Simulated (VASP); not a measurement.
# A VASP study of BaTi2Bi2O (r2SCAN + rVV10): structure first, properties next, part 3 of 6

Wanted: the relaxed cell of BaTi2Bi2O and its properties. The start is a computed cell from the Materials Project.

VASP 6.6.1; r2SCAN with rVV10, no spin polarisation; plane waves and PAW (Ba_sv, Ti_sv, Bi_d, O).

Still holding for the runs below: This run has no spin polarisation, although Ti can carry a moment. The k-mesh is coarse for a metal.

So far. Step 2 (Full relaxation (r2SCAN + rVV10)): It ends with a largest force of 0.003 eV/Å and a pressure of -0.02 GPa. Step 3 (Second relaxation): It ends with a largest force of 0.002 eV/Å and a pressure of -0.03 GPa. The volume moved by under 0.01 %: the run met its threshold at the first step. The relaxed cell has a = 4.097, c = 8.533 Å (conventional setting).

## (4) Single point with fields (r2SCAN + rVV10)

A single point on the relaxed cell gives a clean self-consistent state, with density, ELF and potential written out.

Input file INCAR:

```
SYSTEM = BaTi2Bi2O
PREC = Accurate
ENCUT = 520
EDIFF = 1E-06
NELM = 100
ISMEAR = 0
SIGMA = 0.05
LREAL = .FALSE.
ALGO = Normal
METAGGA = R2SCAN
LUSE_VDW = .TRUE.
IVDW_NL = 2
BPARAM = 11.95
CPARAM = 0.0093
LASPH = .TRUE.
NBANDS = 43
LORBIT = 11
LWAVE = .FALSE.
LCHARG = .TRUE.
ISIF = 2
LELF = .TRUE.
LVHAR = .TRUE.
```

Input file POSCAR:

```
BaTi2Bi2O
1.0
    4.0967754502      0.0000000000      0.0000000000
    0.0000000000      4.0967754502      0.0000000000
    0.0000000000      0.0000000000      8.5330466247
Ba Ti Bi O
1 2 2 1
Direct
    0.5000000000      0.5000000000      0.5000000000
    0.0000000000      0.5000000000      0.0000000000
    0.5000000000      0.0000000000      0.0000000000
    0.0000000000      0.0000000000      0.2475347964
    0.0000000000      0.0000000000      0.7524652036
    0.5000000000      0.5000000000      0.0000000000
```

Input file KPOINTS:

```
Automatic mesh
0
Gamma
6 6 3
0 0 0
```

Potentials, in the order of the species: Ba_sv, Ti_sv, Bi_d and O (PBE family, release 64).

On the command line:

```sh
mpirun -np 4 vasp_std
```

Log:

```text
[banner, memory and clock lines left out]
running    4 mpi-ranks, on    1 nodes
 distrk:  each k-point on    4 cores,    1 groups
 distr:  one band on    1 cores,    4 groups

 POSCAR found type information on POSCAR BaTiBiO
 POSCAR found :  4 types and       6 ions
 [... a notice as in an earlier step ...]

 [... a notice as in an earlier step ...]

 LDA part: xc-table for (None), standard interpolation
|                                                                             |
|           W    W    AA    RRRRR   N    N  II  N    N   GGGG   !!!           |
|           W    W   A  A   R    R  NN   N  II  NN   N  G    G  !!!           |
|           W    W  A    A  R    R  N N  N  II  N N  N  G       !!!           |
|           W WW W  AAAAAA  RRRRR   N  N N  II  N  N N  G  GGG   !            |
|           WW  WW  A    A  R   R   N   NN  II  N   NN  G    G                |
|           W    W  A    A  R    R  N    N  II  N    N   GGGG   !!!           |
|                                                                             |
|     The number of bands has been changed from the values supplied in        |
|     The orbitals not found in the WAVECAR file will be initialized with     |
|     random numbers, which is usually adequate. For correlated               |
|     calculations, however, you should redo the groundstate calculation.     |
|     I found NBANDS = 43. Now, NBANDS = 44.                                  |
|                                                                             |

 POSCAR, INCAR and KPOINTS ok, starting setup
 FFT: planning ... GRIDC
 FFT: planning ... GRID_SOFT
 FFT: planning ... GRID
 WAVECAR not read
 entering main loop
       N       E                     dE             d eps       ncg     rms          rms(c)
Total rVV10 correction in eV:      1.6866360    72.6787400
DAV:   1     0.821767669606E+03    0.82177E+03   -0.35932E+04  1760   0.191E+03
DAV:   2    -0.520865213047E+02   -0.87385E+03   -0.85319E+03  1784   0.567E+02
DAV:   3    -0.193294665002E+03   -0.14121E+03   -0.13808E+03  2684   0.222E+02
DAV:   4    -0.204698627372E+03   -0.11404E+02   -0.11305E+02  2912   0.550E+01
DAV:   5    -0.205469587663E+03   -0.77096E+00   -0.76978E+00  2568   0.103E+01    0.194E+01
Total rVV10 correction in eV:      1.6685859    72.6787389
DAV:   6    -0.183627551887E+03    0.21842E+02   -0.60935E+01  2472   0.510E+01    0.984E+00
Total rVV10 correction in eV:      1.6826339    72.6787391
DAV:   7    -0.182054904778E+03    0.15726E+01   -0.13627E+01  2324   0.194E+01    0.511E+00
Total rVV10 correction in eV:      1.6828285    72.6787390
DAV:   8    -0.181924088521E+03    0.13082E+00   -0.15304E+00  2244   0.579E+00    0.216E+00
Total rVV10 correction in eV:      1.6917220    72.6787390
DAV:   9    -0.181923818149E+03    0.27037E-03   -0.70545E-01  2408   0.378E+00    0.968E-01
Total rVV10 correction in eV:      1.6919027    72.6787390
DAV:  10    -0.181920775680E+03    0.30425E-02   -0.97558E-02  2276   0.174E+00    0.537E-01
Total rVV10 correction in eV:      1.6922457    72.6787390
DAV:  11    -0.181919243611E+03    0.15321E-02   -0.10728E-02  2448   0.591E-01    0.325E-01
Total rVV10 correction in eV:      1.6934859    72.6787390
DAV:  12    -0.181919907822E+03   -0.66421E-03   -0.51535E-03  2416   0.470E-01    0.427E-02
Total rVV10 correction in eV:      1.6934779    72.6787390
DAV:  13    -0.181919948542E+03   -0.40720E-04   -0.52822E-04  2652   0.126E-01    0.425E-02
Total rVV10 correction in eV:      1.6935880    72.6787390
DAV:  14    -0.181919946539E+03    0.20030E-05   -0.64527E-05  2296   0.378E-02    0.162E-02
Total rVV10 correction in eV:      1.6935692    72.6787390
DAV:  15    -0.181919943174E+03    0.33650E-05   -0.18797E-05  2176   0.200E-02    0.475E-03
Total rVV10 correction in eV:      1.6935689    72.6787390
DAV:  16    -0.181919943649E+03   -0.47467E-06   -0.20138E-06  1648   0.790E-03
Total rVV10 correction in eV:      1.6935464    72.6787390
Total rVV10 correction in eV:      1.6935598    72.6787390
   1 F= -.18191994E+03 E0= -.18191619E+03  d E =-.751599E-02
```

The job ended after 3.8 min (4 MPI ranks of AMD EPYC 7R43, shared host; peak memory 0.94 GiB; 15 min of CPU time).

OUTCAR, selected parts (step 4):

```text
The static configuration has the point symmetry D_4h.

 Found     20 irreducible k-points:

   k-points           NKPTS =     20   k-points in BZ     NKDIM =     20   number of bands    NBANDS=     44

   NELECT =      70.0000    total number of electrons

 E-fermi :   6.9112

 k-point     1 :       0.0000    0.0000    0.0000
  band No.  band energies     occupation
    ...
     30       4.9248      2.00000
     31       4.9248      2.00000
     32       5.3598      2.00000
     33       5.6611      2.00000
     34       6.4189      2.00000
     35       6.9432      0.36556
     36       7.0470      0.00012
     37       7.0470      0.00012
     38       7.7970      0.00000
     39       8.2201      0.00000
    ...

 k-point     2 :       0.1667    0.0000    0.0000
  band No.  band energies     occupation
    ...
     31       5.0519      2.00000
     32       5.0898      2.00000
     33       5.5170      2.00000
     34       5.9870      2.00000
     35       6.0475      2.00000
     36       7.1020      0.00000
     37       7.7771      0.00000
     38       7.9565      0.00000
     39       8.0708      0.00000
     40       8.2602      0.00000
    ...

  Total       -0.0211790     -0.0211790     -0.0353405      0.0000000     -0.0000000      0.0000000
  in kB       -0.2369339     -0.2369339     -0.3953616      0.0000000     -0.0000000      0.0000000
  external PRESSURE =      -0.2897431 kB  Pullay stress =       0.0000000 kB

 POSITION                                       TOTAL-FORCE (eV/Angst)
 -----------------------------------------------------------------------------------
      2.04839      2.04839      4.26652         0.000000      0.000000      0.000000
      0.00000      2.04839      0.00000         0.000000      0.000000      0.000000
      2.04839      0.00000      0.00000         0.000000      0.000000      0.000000
      0.00000      0.00000      2.11223        -0.000000      0.000000     -0.001780
      0.00000      0.00000      6.42082         0.000000     -0.000000      0.001780
      2.04839      2.04839      0.00000         0.000000      0.000000      0.000000
 -----------------------------------------------------------------------------------
    total drift:                                0.000000     -0.000000      0.000000

  FREE ENERGIE OF THE ION-ELECTRON SYSTEM (eV)
  ---------------------------------------------------
  free  energy   TOTEN  =      -181.9199436487 eV

  energy  without entropy=     -181.9124276588  energy(sigma->0) =     -181.91618565

 total charge
# of ion       s       p       d       tot
------------------------------------------
    1        2.023   5.596   0.318   7.937
    2        2.166   6.134   1.901  10.201
    3        2.166   6.134   1.901  10.201
    4        1.401   1.740   9.879  13.021
    5        1.401   1.740   9.879  13.021
    6        1.567   3.499   0.000   5.066
--------------------------------------------------
tot         10.723  24.843  23.879  59.445

[... 8 parts as in an earlier step ...]

[... 4 further parts left out ...]
```

Numbers from this step:

```
SCF cycles : 16
bands      : 44
pressure   : -0.02897 GPa
```

Valence electrons inside each PAW sphere by angular momentum. Sphere charges, by row:

```
atom  s (e)  p (e)  d (e)  tot (e)
 Ba1  2.023  5.596  0.318    7.937
 Ti2  2.166  6.134  1.901     10.2
 Ti3  2.166  6.134  1.901     10.2
 Bi4  1.401   1.74  9.879    13.02
 Bi5  1.401   1.74  9.879    13.02
  O6  1.567  3.499      0    5.066
```

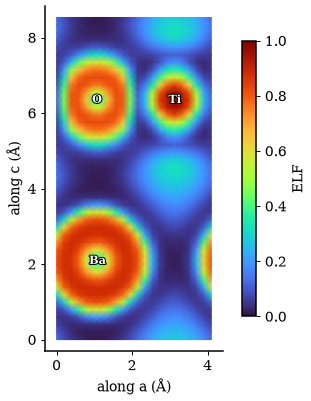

ELF in the ac plane at fractional y = 0.500, with atoms of Ba and Ti and O within 0.2 Å of it. It is the smooth field of the valence electrons, not physical close to the nuclei. The map starts off the cell's origin, so that atoms lie inside it.

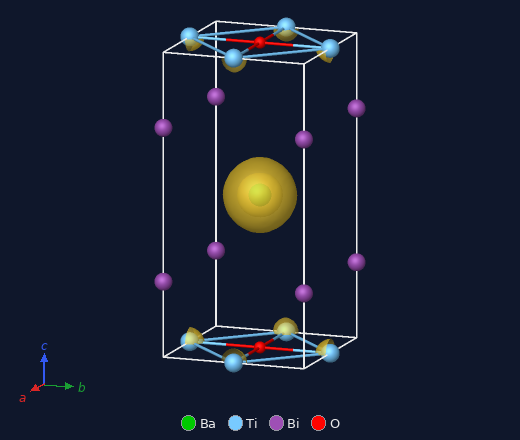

Surface of ELF = 0.85.

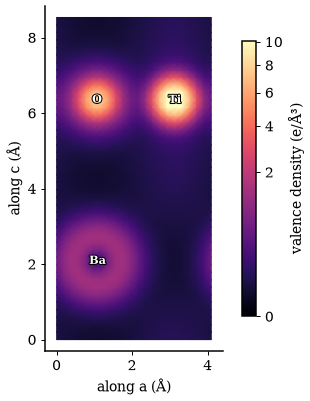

Valence density in the ac plane at fractional y = 0.500, with atoms of Ba and Ti and O within 0.2 Å of it. It is the smooth field of the valence electrons, not physical close to the nuclei. The map starts off the cell's origin, so that atoms lie inside it. The colour scale is stretched toward low values.

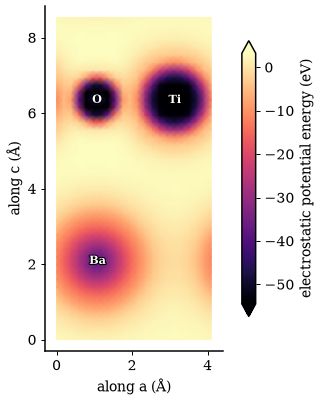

Electrostatic potential energy in the ac plane at fractional y = 0.500, with atoms of Ba and Ti and O within 0.2 Å of it. With pseudopotentials it is smooth inside the atoms' cores, unlike the true potential. The map starts off the cell's origin, so that atoms lie inside it.

In this run the pressure is -0.03 GPa, small enough to go on.

## (5) Band structure (r2SCAN + rVV10)

Levels along the symmetry lines show where the bands peak and cross; KPOINTS_OPT computes them in the converged potential.

Edit INCAR of step 4 so:

```diff
@@ -15,8 +15,6 @@
 LASPH = .TRUE.
-NBANDS = 43
+NBANDS = 53
 LORBIT = 11
 LWAVE = .FALSE.
-LCHARG = .TRUE.
-ISIF = 2
-LELF = .TRUE.
-LVHAR = .TRUE.
+LCHARG = .FALSE.
+KPAR = 4
```

POSCAR is that of step 4.

KPOINTS is that of step 4.

Input file KPOINTS_OPT:

```
Line mode
16
Line-mode
Reciprocal
  0.00000000   0.00000000   0.00000000 GAMMA
  0.00000000   0.50000000   0.00000000 X

  0.00000000   0.50000000   0.00000000 X
  0.50000000   0.50000000   0.00000000 M

  0.50000000   0.50000000   0.00000000 M
  0.00000000   0.00000000   0.00000000 GAMMA

  0.00000000   0.00000000   0.00000000 GAMMA
  0.00000000   0.00000000   0.50000000 Z

  0.00000000   0.00000000   0.50000000 Z
  0.00000000   0.50000000   0.50000000 R

  0.00000000   0.50000000   0.50000000 R
  0.50000000   0.50000000   0.50000000 A

  0.50000000   0.50000000   0.50000000 A
  0.00000000   0.00000000   0.50000000 Z

  0.00000000   0.50000000   0.00000000 X
  0.00000000   0.50000000   0.50000000 R

  0.50000000   0.50000000   0.00000000 M
  0.50000000   0.50000000   0.50000000 A
```

On the command line:

```sh
mpirun -np 4 vasp_std
```

Log:

```text
[... set-up lines as in an earlier step ...]
 entering main loop
       N       E                     dE             d eps       ncg     rms          rms(c)
Total rVV10 correction in eV:      1.6866360    72.6787400
Total rVV10 correction in eV:      1.6866360    72.6787400
Total rVV10 correction in eV:      1.6866360    72.6787400
Total rVV10 correction in eV:      1.6866360    72.6787400
DAV:   1     0.821362305903E+03    0.82136E+03   -0.34525E+04  2125   0.159E+03
DAV:   2    -0.577937322416E+02   -0.87916E+03   -0.83901E+03  2120   0.491E+02
DAV:   3    -0.191773723621E+03   -0.13398E+03   -0.12940E+03  2819   0.192E+02
DAV:   4    -0.204810524337E+03   -0.13037E+02   -0.12799E+02  3528   0.503E+01
DAV:   5    -0.205478551026E+03   -0.66803E+00   -0.66689E+00  3035   0.875E+00    0.193E+01
Total rVV10 correction in eV:      1.6685074    72.6787389
Total rVV10 correction in eV:      1.6685074    72.6787389
Total rVV10 correction in eV:      1.6685074    72.6787389
Total rVV10 correction in eV:      1.6685074    72.6787389
DAV:   6    -0.183866255604E+03    0.21612E+02   -0.41563E+01  2662   0.422E+01    0.101E+01
Total rVV10 correction in eV:      1.6831745    72.6787391
Total rVV10 correction in eV:      1.6831745    72.6787391
Total rVV10 correction in eV:      1.6831745    72.6787391
Total rVV10 correction in eV:      1.6831745    72.6787391
DAV:   7    -0.182125208411E+03    0.17410E+01   -0.94163E+00  2662   0.167E+01    0.545E+00
Total rVV10 correction in eV:      1.6832652    72.6787390
Total rVV10 correction in eV:      1.6832652    72.6787390
Total rVV10 correction in eV:      1.6832652    72.6787390
Total rVV10 correction in eV:      1.6832652    72.6787390
DAV:   8    -0.181917798595E+03    0.20741E+00   -0.97420E-01  2663   0.481E+00    0.228E+00
Total rVV10 correction in eV:      1.6922879    72.6787390
Total rVV10 correction in eV:      1.6922879    72.6787390
Total rVV10 correction in eV:      1.6922879    72.6787390
Total rVV10 correction in eV:      1.6922879    72.6787390
DAV:   9    -0.181932321441E+03   -0.14523E-01   -0.42818E-01  2815   0.300E+00    0.797E-01
Total rVV10 correction in eV:      1.6915682    72.6787390
Total rVV10 correction in eV:      1.6915682    72.6787390
Total rVV10 correction in eV:      1.6915682    72.6787390
Total rVV10 correction in eV:      1.6915682    72.6787390
DAV:  10    -0.181920349090E+03    0.11972E-01   -0.58216E-02  2599   0.126E+00    0.454E-01
Total rVV10 correction in eV:      1.6921992    72.6787390
Total rVV10 correction in eV:      1.6921992    72.6787390
Total rVV10 correction in eV:      1.6921992    72.6787390
Total rVV10 correction in eV:      1.6921992    72.6787390
DAV:  11    -0.181918999427E+03    0.13497E-02   -0.10327E-02  2857   0.526E-01    0.235E-01
Total rVV10 correction in eV:      1.6933728    72.6787390
Total rVV10 correction in eV:      1.6933728    72.6787390
Total rVV10 correction in eV:      1.6933728    72.6787390
Total rVV10 correction in eV:      1.6933728    72.6787390
DAV:  12    -0.181919870525E+03   -0.87110E-03   -0.20498E-03  2754   0.230E-01    0.600E-02
Total rVV10 correction in eV:      1.6935916    72.6787390
Total rVV10 correction in eV:      1.6935916    72.6787390
Total rVV10 correction in eV:      1.6935916    72.6787390
Total rVV10 correction in eV:      1.6935916    72.6787390
DAV:  13    -0.181919958515E+03   -0.87989E-04   -0.30765E-04  3446   0.730E-02    0.343E-02
Total rVV10 correction in eV:      1.6935985    72.6787390
Total rVV10 correction in eV:      1.6935985    72.6787390
Total rVV10 correction in eV:      1.6935985    72.6787390
Total rVV10 correction in eV:      1.6935985    72.6787390
DAV:  14    -0.181919945116E+03    0.13399E-04   -0.37940E-05  2690   0.278E-02    0.127E-02
Total rVV10 correction in eV:      1.6935642    72.6787390
Total rVV10 correction in eV:      1.6935642    72.6787390
Total rVV10 correction in eV:      1.6935642    72.6787390
Total rVV10 correction in eV:      1.6935642    72.6787390
DAV:  15    -0.181919944102E+03    0.10135E-05   -0.38132E-06  2206   0.987E-03    0.561E-03
Total rVV10 correction in eV:      1.6935627    72.6787390
Total rVV10 correction in eV:      1.6935627    72.6787390
Total rVV10 correction in eV:      1.6935627    72.6787390
Total rVV10 correction in eV:      1.6935627    72.6787390
DAV:  16    -0.181919943731E+03    0.37102E-06   -0.16090E-06  1742   0.729E-03
Total rVV10 correction in eV:      1.6935507    72.6787390
Total rVV10 correction in eV:      1.6935507    72.6787390
Total rVV10 correction in eV:      1.6935507    72.6787390
Total rVV10 correction in eV:      1.6935507    72.6787390
Total rVV10 correction in eV:      1.6935613    72.6787390
Total rVV10 correction in eV:      1.6935613    72.6787390
Total rVV10 correction in eV:      1.6935613    72.6787390
Total rVV10 correction in eV:      1.6935613    72.6787390
   1 F= -.18191994E+03 E0= -.18191619E+03  d E =-.751695E-02
 Start KPOINTS_OPT (optional k-point list driver)
k-point batch [1-20\144]
       N       E                     dE             ncg
DAV:   1     0.148324186920E+04   -0.19861E+05     2120
DAV:   2    -0.158469841200E+05   -0.17330E+05     2120
DAV:   3    -0.184559118156E+05   -0.26089E+04     2773
DAV:   4    -0.187113163346E+05   -0.25540E+03     3456
DAV:   5    -0.187255968701E+05   -0.14281E+02     2995
DAV:   6    -0.187260384812E+05   -0.44161E+00     3058
DAV:   7    -0.187260565637E+05   -0.18083E-01     3051
DAV:   8    -0.187260569326E+05   -0.36881E-03     3175
DAV:   9    -0.187260569453E+05   -0.12696E-04     2603
DAV:  10    -0.187260569456E+05   -0.29949E-06     1759
[...]
k-point batch [141-144\144]
       N       E                     dE             ncg
DAV:   1     0.364958426055E+05   -0.92920E+04      424
DAV:   2     0.330656954292E+05   -0.34301E+04      424
DAV:   3     0.325513498062E+05   -0.51435E+03      571
DAV:   4     0.325036006807E+05   -0.47749E+02      616
DAV:   5     0.325010469939E+05   -0.25537E+01      619
DAV:   6     0.325009799353E+05   -0.67059E-01      576
DAV:   7     0.325009773575E+05   -0.25778E-02      659
DAV:   8     0.325009773165E+05   -0.40946E-04      563
DAV:   9     0.325009773147E+05   -0.17830E-05      515
DAV:  10     0.325009773147E+05   -0.78930E-07      339
```

Run time: 14 min. Hardware: 4 MPI ranks; peak memory 2.1 GiB.

OUTCAR, selected parts (step 5):

```text
   k-points           NKPTS =     20   k-points in BZ     NKDIM =     20   number of bands    NBANDS=     53

   NELECT =      70.0000    total number of electrons

 E-fermi :   6.9112

 k-point     1 :       0.0000    0.0000    0.0000
  band No.  band energies     occupation
    ...
     30       4.9248      2.00000
     31       4.9248      2.00000
     32       5.3597      2.00000
     33       5.6611      2.00000
     34       6.4188      2.00000
     35       6.9433      0.36404
     36       7.0469      0.00012
     37       7.0469      0.00012
     38       7.7970      0.00000
     39       8.2200      0.00000
    ...

  Total       -0.0124977     -0.0124977     -0.0256111      0.0000000      0.0000000      0.0000000
  in kB       -0.1398150     -0.1398150     -0.2865166      0.0000000      0.0000000      0.0000000
  external PRESSURE =      -0.1887155 kB  Pullay stress =       0.0000000 kB

 POSITION                                       TOTAL-FORCE (eV/Angst)
 -----------------------------------------------------------------------------------
      2.04839      2.04839      4.26652         0.000000     -0.000000      0.000000
      0.00000      2.04839      0.00000         0.000000     -0.000000      0.000000
      2.04839      0.00000      0.00000         0.000000     -0.000000      0.000000
      0.00000      0.00000      2.11223        -0.000000      0.000000     -0.001454
      0.00000      0.00000      6.42082         0.000000      0.000000      0.001454
      2.04839      2.04839      0.00000         0.000000     -0.000000      0.000000
 -----------------------------------------------------------------------------------
    total drift:                                0.000000     -0.000000      0.000000

  FREE ENERGIE OF THE ION-ELECTRON SYSTEM (eV)
  ---------------------------------------------------
  free  energy   TOTEN  =      -181.9199437311 eV

  energy  without entropy=     -181.9124267787  energy(sigma->0) =     -181.91618525

[... 8 parts as in an earlier step ...]

[... 8 further parts left out ...]
```

Spin-orbit coupling is off here; with elements this heavy it splits and shifts levels by tenths of an eV or more.

This step gave:

* bands: 53
* pressure: -0.01887 GPa

The electronic bands at the labelled points (eV, zero at the Fermi level; # counts the bands kept, so #1 is VASP's band 26):

```
    point     #7     #8     #9    #10    #11   #12   #13   #14
        Γ  -1.55  -1.25  -0.49   0.03   0.14  0.14  0.89  1.31
        X  -2.05  -1.13  -1.12   0.11   0.39  0.47  0.83  0.88
        M  -3.29  -3.29  -2.05  -0.12  -0.12  1.60  1.71  1.78
        Γ  -1.55  -1.25  -0.49   0.03   0.14  0.14  0.89  1.31
        Z  -1.86  -1.55  -0.33  -0.33  -0.32  0.23  0.59  1.33
        R  -2.41  -1.36  -0.92   0.32   0.49  0.88  0.93  1.54
        A  -2.62  -2.62  -2.08  -0.21  -0.21  1.43  1.43  1.60
        Z  -1.86  -1.55  -0.33  -0.33  -0.32  0.23  0.59  1.33
jump to X  -2.05  -1.13  -1.12   0.11   0.39  0.47  0.83  0.88
        R  -2.41  -1.36  -0.92   0.32   0.49  0.88  0.93  1.54
jump to M  -3.29  -3.29  -2.05  -0.12  -0.12  1.60  1.71  1.78
        A  -2.62  -2.62  -2.08  -0.21  -0.21  1.43  1.43  1.60
```

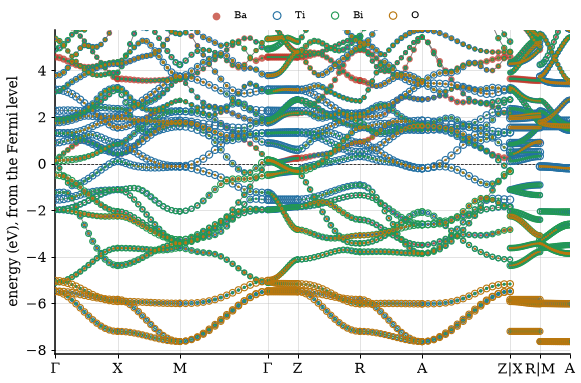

Electronic bands along the path; dots are coloured as in the legend, and their area grows with the weight.

There is no gap at this level.

[end of part 3 of 6]

[Lines on the potential files, build, host, timing and source positions are cut from VASP's logs without a mark.]

[Logs are printed without paths, hosts, clocks, repeated set-up lines and the standing remarks that a program may print on its own settings, such as how far it seeks lower states.]

[Hosts, paths, dates, database ids (printed as entryN), source tags and the programs' standing remarks are cut or masked in the printed files.]

[A measured line is paired with the nearest computed mode of its activity, which favours agreement.]
